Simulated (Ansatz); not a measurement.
## Electronic structure of COS (SMILES O=C=S) in real space

The calculation's input:

```
crystal:
  periodic: [false, false, false]
  atoms:
    - {symbol: C, position_ang: [0.000000, 0.000000, -0.134147]}
    - {symbol: O, position_ang: [0.000000, 0.000000, -1.297395]}
    - {symbol: S, position_ang: [0.000000, 0.000000, 1.431542]}
basis:
  gaussian:
    orbitals: def2-TZVPD
hamiltonian:
  xc: {name: PBE0}
output:
  forces: true
  orbitals: {seedname: orbitals}
```

Command:

```sh
ansatz run input.yaml --threads 1 --pin off --max-ram 2610MiB --events-out events.jsonl --progress --plain --runs-dir runs
```

Geometry: r2SCAN-D4/def2-SVP.

Method: Ansatz, isolated molecule in a Gaussian basis; Kohn-Sham density functional theory, functional PBE0.

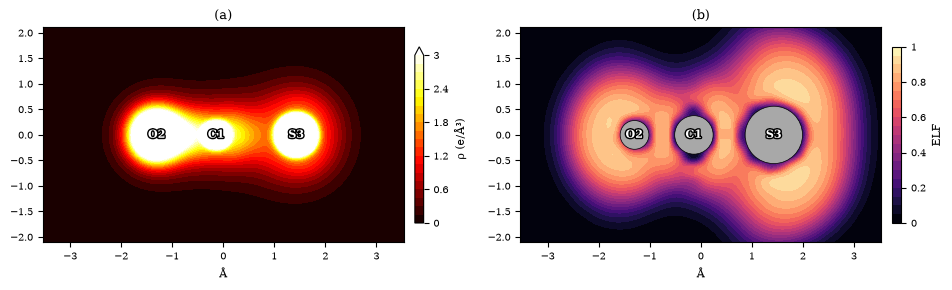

Figure 1. (a) total electron density; (b) ELF on a plane that holds the molecular axis. Grey discs cover the atomic cores in the ELF map.

Question: Read the bonding off the picture.

Answer: Atoms in the plane: C, O and S.
C–O (1.16 Å): ρ is about 3.7 e/Å³ halfway; the ELF peaks at about 0.85 between the atoms (a multiple bond).
C–S (1.57 Å): the density is about 1.7 e/Å³ at the midpoint; the ELF peaks at about 0.85 between the atoms: localised, covalent bonding.
The ELF also peaks beside S3 and O2, away from the bonds: lone-pair regions.

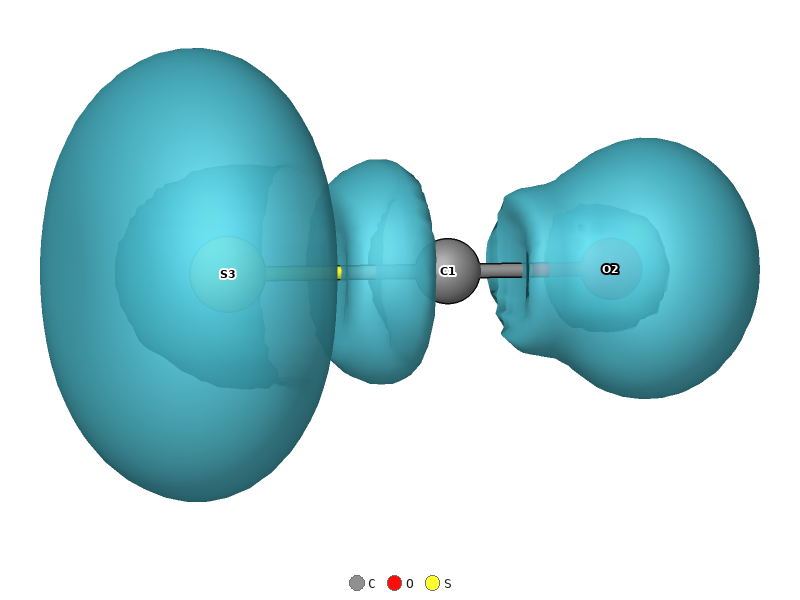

Figure 2. Isosurface of the ELF at 0.75 (cyan), seen from one side. Core shells and regions of very low density are left out.

Question: Describe the localisation domains.

Answer: At this value the surface marks out one region between bonded C–S atoms (shared pairs), one region on O in which the atom's valence shell and bonds are merged and one ring or bowl of non-bonding electrons around S.

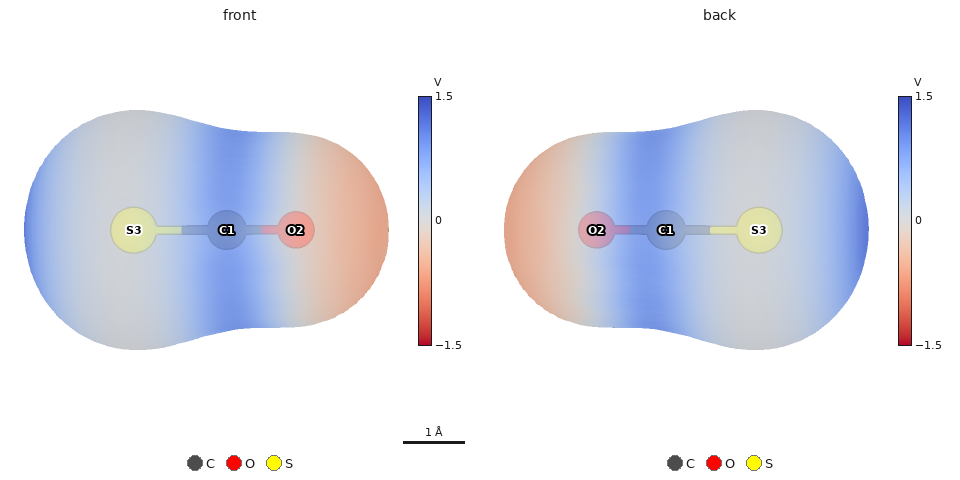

Figure 3. The molecular electrostatic potential painted on the density surface at 0.002 e/bohr³, seen from the front and from behind; the colour scale runs from red (negative) to blue (positive).

Question: Which sites attract a positive test charge, and which a negative one?

Answer: A positive charge is drawn to the negative regions and a negative charge to the positive ones. The most negative region (about −0.6 V) lies over O2, the most positive (about +1.1 V) over S3.
